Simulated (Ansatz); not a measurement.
```
Si Sn
1.0
     5.90760    0.00000    0.00000
     0.00000    5.90760    0.00000
     0.00000    0.00000    5.90760
Si Sn
3 4
Direct
  0.00000 0.50000 0.00000
  0.50000 0.00000 0.00000
  0.00000 0.00000 0.50000
  0.73512 0.73512 0.26488
  0.73512 0.26488 0.73512
  0.26488 0.73512 0.73512
  0.26488 0.26488 0.26488
```

Space group P-43m; a generated structure, not necessarily the stable one.

Method: DFT PBE, scalar-relativistic, plane waves, PAW (Ansatz 0.2.0).

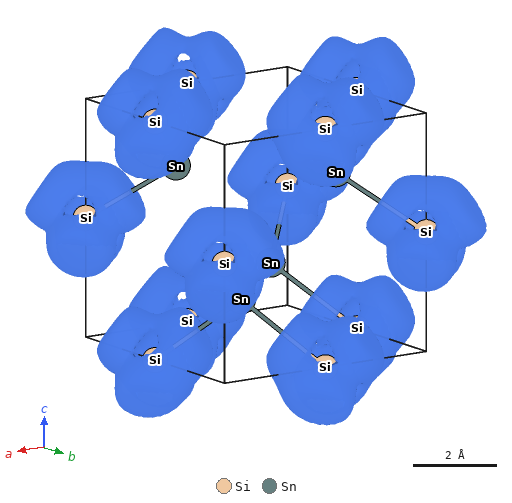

Si3Sn4. Isosurface of the electron localisation function at 0.65 (blue), seen at an oblique angle. Only the valence region is drawn (cores and ρ < 0.01 e/Å³ removed). Sticks mark near contacts.

Core electrons are frozen (PAW), and the valence fields are smoothed inside the atomic spheres.

Question: Describe the localisation domains.

Answer: The ELF exceeds this value in three regions on Si in which the atom's valence shell and bonds are merged, counted in one cell of 7 atoms. Regions shared between cells count once.

Values along the shortest contacts:
Si–Sn (2.61 Å): the ELF peaks at about 0.90 in the valence shell of Si, 0.9 Å from its nucleus, and is about 0.70 at the midpoint.
